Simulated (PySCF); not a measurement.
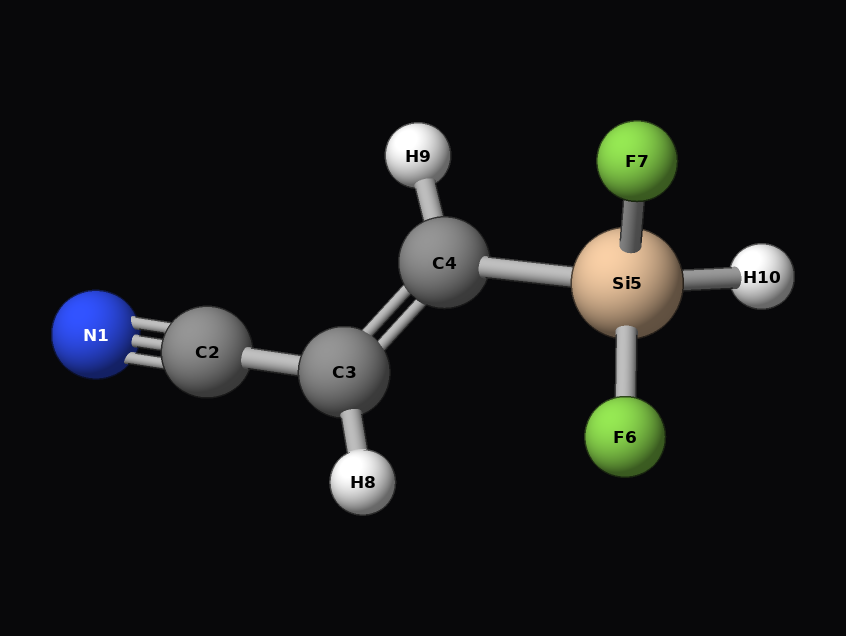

The questions are on isotropic NMR shieldings of the F atoms. The geometry was computed by an optimisation with GFN2-xTB. No frequency run is at hand to confirm it as a minimum. Method: GIAO PBE0/pcSseg-1 NMR shielding, non-relativistic, gas phase (PySCF 2.14.0).

Give the isotropic NMR shieldings of the F atoms atom by atom.

| atom | σ (ppm) |
| --- | --- |
| F6 | 339.6 |
| F7 | 324.2 |

The geometry is semi-empirical. Around Si such bond lengths and angles can be off by a tenth of an ångström or more and by several degrees, and values that hang on the shape move with them.
